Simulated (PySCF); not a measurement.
# C₂H₇Al: electronic excitations at several levels of theory, part 2 of 2

PySCF 2.14.0. Atoms count from 0. The steps go on from the part before.

## 6. Ultraviolet spectrum: PBE0/def2-TZVP

Job settings and geometry (Å):

```
{"job": {"kind": "uv", "xc": "PBE0", "basis": "def2-TZVP"}, "charge": 0, "multiplicity": 1}
C     -1.217279    -0.052658     0.543390
C     -0.190657     0.258176    -0.544721
Al     1.688422    -0.178309    -0.172847
H     -2.243568     0.218422     0.244688
H     -1.000396     0.488674     1.478434
H     -1.230349    -1.124364     0.800522
H     -0.223291     1.331413    -0.816946
H     -0.456715    -0.255783    -1.489402
H      2.124206    -0.854753     1.205124
H      2.799804     0.148379    -1.269418
```

Method: TDDFT PBE0/def2-TZVP, vertical, gas phase, core orbitals frozen in the response.

The log of the run:

```text
coarse grid: 8136 points
cycle   1  E = -322.6114592042  dE = -1.424e-01  |g| = 3.904e-01  |ddm| = 2.108e+00
cycle   2  E = -322.5908822396  dE =  2.058e-02  |g| = 4.791e-01  |ddm| = 6.545e-01
cycle   3  E = -322.6520468172  dE = -6.116e-02  |g| = 3.242e-02  |ddm| = 3.810e-01
cycle   4  E = -322.6523332121  dE = -2.864e-04  |g| = 9.910e-03  |ddm| = 3.799e-02
cycle   5  E = -322.6523509569  dE = -1.774e-05  |g| = 3.537e-03  |ddm| = 7.967e-03
cycle   6  E = -322.6523538972  dE = -2.940e-06  |g| = 6.389e-04  |ddm| = 2.295e-03
final grid: 71912 points
cycle   7  E = -322.6462157971  dE = -2.388e-05  |g| = 5.934e-03  |ddm| = 2.852e-02
cycle   8  E = -322.6462104315  dE =  5.366e-06  |g| = 7.398e-03  |ddm| = 8.851e-03
cycle   9  E = -322.6462245809  dE = -1.415e-05  |g| = 3.265e-04  |ddm| = 5.083e-03
cycle  10  E = -322.6462246037  dE = -2.278e-08  |g| = 1.407e-04  |ddm| = 3.062e-04
cycle  11  E = -322.6462246082  dE = -4.469e-09  |g| = 2.739e-05  |ddm| = 9.006e-05
cycle  12  E = -322.6462246084  dE = -1.927e-10  |g| = 2.909e-06  |ddm| = 2.407e-05
converged SCF energy = -322.6462246084

Static polarisability (au): isotropic 53.352, principal 44.449 52.822 62.784

Singlet excitations
state   eV       nm        f      main configurations
  1   4.7656    260.2   0.00114   H->L 0.99
  2   5.4092    229.2   0.00000   H-1->L 1.00
  3   6.9363    178.7   0.09138   H->L+1 0.94
  4   7.1958    172.3   0.02716   H-2->L 0.95
  5   7.7128    160.8   0.00146   H-1->L+1 0.93
  6   7.7446    160.1   0.01158   H-3->L 0.98
  7   7.8744    157.5   0.01839   H->L+2 0.92
  8   7.9364    156.2   0.07159   H->L+3 0.85
  9   8.4741    146.3   0.06346   H-4->L 0.92
 10   8.7895    141.1   0.08259   H->L+4 0.49, H-1->L+3 0.26, H-1->L+2 0.18

Triplet excitations (Tamm-Dancoff, eV): 4.4526 4.8864 6.2909 6.9836
```

It took 8 s on 1 thread of Arm Neoverse V2, shared host; peak memory 0.58 GiB.

In short: HOMO -7.53 eV, LUMO -1.31 eV; lowest singlet 4.77 eV.

## 7. Ultraviolet spectrum: PBE0/aug-cc-pVDZ

The job, as its differences from that of step 6:

```diff
@@ -1,2 +1,2 @@
-{"job": {"kind": "uv", "xc": "PBE0", "basis": "def2-TZVP"}, "charge": 0, "multiplicity": 1}
+{"job": {"kind": "uv", "xc": "PBE0", "basis": "aug-cc-pVDZ"}, "charge": 0, "multiplicity": 1}
 C     -1.217279    -0.052658     0.543390
```

With the program's defaults for keys left out, this is: TDDFT PBE0/aug-cc-pVDZ, vertical, gas phase, core orbitals frozen in the response.

The log of the run:

```text
coarse grid: 8136 points
cycle   1  E = -322.5688864594  dE = -1.137e-01  |g| = 3.674e-01  |ddm| = 6.146e+00
cycle   2  E = -322.5502876586  dE =  1.860e-02  |g| = 4.504e-01  |ddm| = 1.696e+00
cycle   3  E = -322.6073692731  dE = -5.708e-02  |g| = 2.930e-02  |ddm| = 8.634e-01
cycle   4  E = -322.6076463340  dE = -2.771e-04  |g| = 7.776e-03  |ddm| = 9.504e-02
cycle   5  E = -322.6076600894  dE = -1.376e-05  |g| = 3.554e-03  |ddm| = 2.261e-02
cycle   6  E = -322.6076632958  dE = -3.206e-06  |g| = 2.643e-04  |ddm| = 6.859e-03
final grid: 71912 points
cycle   7  E = -322.6146734298  dE = -8.413e-06  |g| = 5.996e-03  |ddm| = 9.074e-02
cycle   8  E = -322.6146672303  dE =  6.200e-06  |g| = 7.647e-03  |ddm| = 2.632e-02
cycle   9  E = -322.6146832391  dE = -1.601e-05  |g| = 2.844e-04  |ddm| = 1.412e-02
cycle  10  E = -322.6146832588  dE = -1.974e-08  |g| = 9.085e-05  |ddm| = 7.528e-04
cycle  11  E = -322.6146832609  dE = -2.019e-09  |g| = 1.693e-05  |ddm| = 1.937e-04
cycle  12  E = -322.6146832609  dE = -8.640e-11  |g| = 2.251e-06  |ddm| = 5.335e-05
converged SCF energy = -322.6146832609

Static polarisability (au): isotropic 57.103, principal 47.401 56.921 66.987

Singlet excitations
state   eV       nm        f      main configurations
  1   4.7250    262.4   0.00160   H->L 0.99
  2   5.3481    231.8   0.00001   H-1->L 0.99
  3   6.3764    194.4   0.02632   H->L+1 0.98
  4   7.0485    175.9   0.05409   H->L+2 0.92
  5   7.1025    174.6   0.00279   H-2->L 0.94
  6   7.2392    171.3   0.02618   H->L+3 0.44, H-1->L+1 0.41, H->L+5 0.09
  7   7.2473    171.1   0.00583   H-1->L+1 0.53, H->L+3 0.36
  8   7.3275    169.2   0.00506   H->L+4 0.94
  9   7.3868    167.8   0.14435   H->L+5 0.67, H->L+3 0.13, H->L+6 0.10
 10   7.5917    163.3   0.05753   H->L+6 0.75, H->L+5 0.11

Triplet excitations (Tamm-Dancoff, eV): 4.4003 4.8170 6.0528 6.8016
```

It took 7.8 s on 1 thread of Arm Neoverse V2, shared host; peak memory 0.61 GiB.

In short: HOMO -7.54 eV, LUMO -1.38 eV; lowest singlet 4.72 eV.

## 8. TDDFT and polarisability: PBE0/def2-TZVPD

The job, as its differences from that of step 7:

```diff
@@ -1,2 +1,2 @@
-{"job": {"kind": "uv", "xc": "PBE0", "basis": "aug-cc-pVDZ"}, "charge": 0, "multiplicity": 1}
+{"job": {"kind": "uv", "xc": "PBE0", "basis": "def2-TZVPD"}, "charge": 0, "multiplicity": 1}
 C     -1.217279    -0.052658     0.543390
```

With the program's defaults for keys left out, this is: TDDFT PBE0/def2-TZVPD, vertical, gas phase, core orbitals frozen in the response.

The log of the run:

```text
coarse grid: 8136 points
cycle   1  E = -322.6118881584  dE = -1.416e-01  |g| = 3.903e-01  |ddm| = 2.535e+00
cycle   2  E = -322.5910728975  dE =  2.082e-02  |g| = 4.798e-01  |ddm| = 9.936e-01
cycle   3  E = -322.6524620040  dE = -6.139e-02  |g| = 3.280e-02  |ddm| = 4.821e-01
cycle   4  E = -322.6527554192  dE = -2.934e-04  |g| = 9.994e-03  |ddm| = 5.032e-02
cycle   5  E = -322.6527734958  dE = -1.808e-05  |g| = 3.569e-03  |ddm| = 1.284e-02
cycle   6  E = -322.6527764908  dE = -2.995e-06  |g| = 6.500e-04  |ddm| = 3.303e-03
final grid: 71912 points
cycle   7  E = -322.6466506907  dE = -2.545e-05  |g| = 5.949e-03  |ddm| = 1.491e-01
cycle   8  E = -322.6466452733  dE =  5.417e-06  |g| = 7.426e-03  |ddm| = 1.224e-02
cycle   9  E = -322.6466595302  dE = -1.426e-05  |g| = 3.303e-04  |ddm| = 6.585e-03
cycle  10  E = -322.6466595535  dE = -2.333e-08  |g| = 1.424e-04  |ddm| = 4.936e-04
cycle  11  E = -322.6466595581  dE = -4.575e-09  |g| = 2.825e-05  |ddm| = 1.404e-04
cycle  12  E = -322.6466595583  dE = -2.060e-10  |g| = 2.977e-06  |ddm| = 3.746e-05
converged SCF energy = -322.6466595583

Static polarisability (au): isotropic 56.740, principal 47.310 56.479 66.432

Singlet excitations
state   eV       nm        f      main configurations
  1   4.7656    260.2   0.00140   H->L 0.99
  2   5.4074    229.3   0.00001   H-1->L 1.00
  3   6.4996    190.8   0.03457   H->L+1 0.98
  4   7.1756    172.8   0.00221   H-2->L 0.96
  5   7.3607    168.4   0.00689   H-1->L+1 0.87
  6   7.4110    167.3   0.12634   H->L+4 0.38, H->L+2 0.27, H->L+3 0.26
  7   7.4327    166.8   0.01838   H->L+3 0.53, H->L+4 0.45
  8   7.5150    165.0   0.09857   H->L+2 0.66, H->L+4 0.14, H->L+3 0.14
  9   7.7409    160.2   0.00906   H-3->L 0.97
 10   7.9140    156.7   0.11211   H-1->L+2 0.93

Triplet excitations (Tamm-Dancoff, eV): 4.4498 4.8711 6.0906 6.8804
```

It took 11 s on 1 thread of Arm Neoverse V2, shared host; peak memory 0.72 GiB.

This run: HOMO -7.53 eV, LUMO -1.31 eV; lowest singlet 4.77 eV.

## 9. Ultraviolet spectrum: PBE0/6-31+G*

The job, as its differences from that of step 8:

```diff
@@ -1,2 +1,2 @@
-{"job": {"kind": "uv", "xc": "PBE0", "basis": "def2-TZVPD"}, "charge": 0, "multiplicity": 1}
+{"job": {"kind": "uv", "xc": "PBE0", "basis": "6-31+G*"}, "charge": 0, "multiplicity": 1}
 C     -1.217279    -0.052658     0.543390
```

With the program's defaults for keys left out, this is: TDDFT PBE0/6-31+G*, vertical, gas phase, core orbitals frozen in the response.

The log of the run:

```text
coarse grid: 8136 points
cycle   1  E = -322.5869631405  dE = -1.307e-01  |g| = 3.745e-01  |ddm| = 2.492e+00
cycle   2  E = -322.5682881798  dE =  1.867e-02  |g| = 4.538e-01  |ddm| = 8.618e-01
cycle   3  E = -322.6262763644  dE = -5.799e-02  |g| = 2.660e-02  |ddm| = 4.901e-01
cycle   4  E = -322.6265013587  dE = -2.250e-04  |g| = 7.839e-03  |ddm| = 5.009e-02
cycle   5  E = -322.6265156954  dE = -1.434e-05  |g| = 3.262e-03  |ddm| = 1.160e-02
cycle   6  E = -322.6265183948  dE = -2.699e-06  |g| = 1.931e-04  |ddm| = 3.654e-03
final grid: 71912 points
cycle   7  E = -322.5939605094  dE = -6.219e-06  |g| = 6.008e-03  |ddm| = 2.148e-02
cycle   8  E = -322.5939546451  dE =  5.864e-06  |g| = 7.627e-03  |ddm| = 1.297e-02
cycle   9  E = -322.5939705467  dE = -1.590e-05  |g| = 2.555e-04  |ddm| = 7.310e-03
cycle  10  E = -322.5939705616  dE = -1.488e-08  |g| = 9.143e-05  |ddm| = 3.117e-04
cycle  11  E = -322.5939705636  dE = -2.067e-09  |g| = 1.483e-05  |ddm| = 9.536e-05
cycle  12  E = -322.5939705637  dE = -6.128e-11  |g| = 1.719e-06  |ddm| = 2.862e-05
converged SCF energy = -322.5939705637

Static polarisability (au): isotropic 49.836, principal 38.267 51.511 59.731

Singlet excitations
state   eV       nm        f      main configurations
  1   4.7371    261.7   0.00125   H->L 0.99
  2   5.4230    228.6   0.00000   H-1->L 0.99
  3   6.5351    189.7   0.04841   H->L+1 0.98
  4   7.1836    172.6   0.00453   H-2->L 0.97
  5   7.3631    168.4   0.07632   H->L+2 0.65, H->L+3 0.20, H-1->L+1 0.12
  6   7.4052    167.4   0.03400   H-1->L+1 0.84, H->L+2 0.10
  7   7.5891    163.4   0.13418   H->L+3 0.74, H->L+2 0.22
  8   7.7175    160.7   0.00560   H-3->L 0.87, H->L+4 0.12
  9   7.8518    157.9   0.01436   H->L+4 0.85, H-3->L 0.11
 10   7.9457    156.0   0.06670   H->L+5 0.59, H->L+6 0.35

Triplet excitations (Tamm-Dancoff, eV): 4.4402 4.9673 6.1447 6.9885
```

It took 3.8 s on 1 thread of Arm Neoverse V2, shared host; peak memory 0.42 GiB.

This run: HOMO -7.52 eV, LUMO -1.35 eV; lowest singlet 4.74 eV.

## 10. Comparing the runs: electronic excitations

Excitations and ground-state properties, with basis size and wall time:

| run | lowest singlet (eV) | brightest (eV) | f | gap (eV) | α (Å³) | μ (D) | functions | time |
| --- | --- | --- | --- | --- | --- | --- | --- | --- |
| wB97X-D/def2-SVPD | 5.01 | 8.24 | 0.306 | 9.83 | 8.23 | 0.74 | 120 | 21 s |
| LC-wPBE/def2-SVPD | 5.32 | 8.79 | 0.364 | 11.04 | 7.98 | 0.72 | 120 | 27 s |
| PBE0/6-31G* | 4.70 | 7.38 | 0.180 | 6.16 | 6.68 | 0.74 | 60 | 3 s |
| PBE0/def2-SVP | 4.77 | 7.35 | 0.105 | 6.25 | 7.06 | 0.74 | 81 | 3.9 s |
| PBE0/def2-TZVP | 4.77 | 6.94 | 0.091 | 6.22 | 7.91 | 0.76 | 141 | 8 s |
| PBE0/aug-cc-pVDZ | 4.72 | 7.39 | 0.144 | 6.15 | 8.46 | 0.76 | 136 | 7.8 s |
| PBE0/def2-TZVPD | 4.77 | 7.41 | 0.126 | 6.22 | 8.41 | 0.75 | 180 | 11 s |
| PBE0/6-31+G* | 4.74 | 7.59 | 0.134 | 6.17 | 7.38 | 0.71 | 72 | 3.8 s |

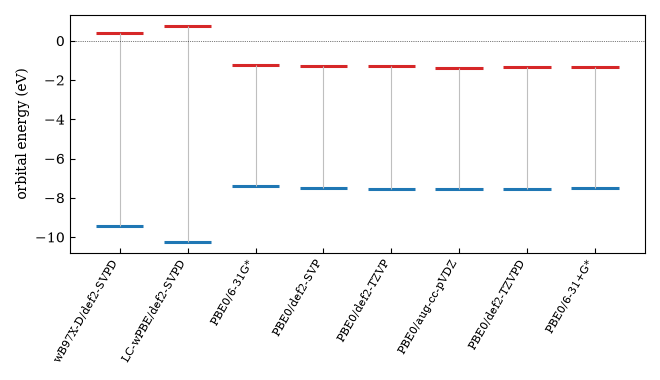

HOMO (blue) and LUMO (red) run by run.

## 11. Results

The summary covers parts 1 to 2.

```
                                quantity                        value
      lowest singlet (wB97X-D/def2-SVPD)  5.01 eV (247 nm), f = 0.002
brightest single state of those computed  state 8, 8.24 eV, f = 0.306
                          lowest triplet                      4.77 eV
       vertical ionisation energy (ΔSCF)                      9.79 eV
             range of the lowest singlet              4.70 to 5.32 eV
```

What this shows: Single values in the summary come from the first run of each kind that ended normally (wB97X-D/def2-SVPD), which need not be the best level. The first singlet state (HOMO→LUMO 0.98) lies at 5.01 eV and is weak; of the 10 states computed, the strongest absorption comes from state 8 at 8.24 eV (the last state computed is bright too, and its partners may lie past the list). The lowest triplet lies 0.24 eV below the lowest singlet (triplets in Tamm-Dancoff, singlets in full TDDFT). ΔSCF puts the ionisation energy at 9.79 eV, 0.36 eV above −ε(HOMO). The lowest singlet runs from 4.70 eV (PBE0/6-31G*) to 5.32 eV (LC-wPBE/def2-SVPD), while the orbital gap spans 6.15 to 11.04 eV. The lowest state need not be the same one in every run. The runs solved for a few states only, so the brightest column depends on that window.
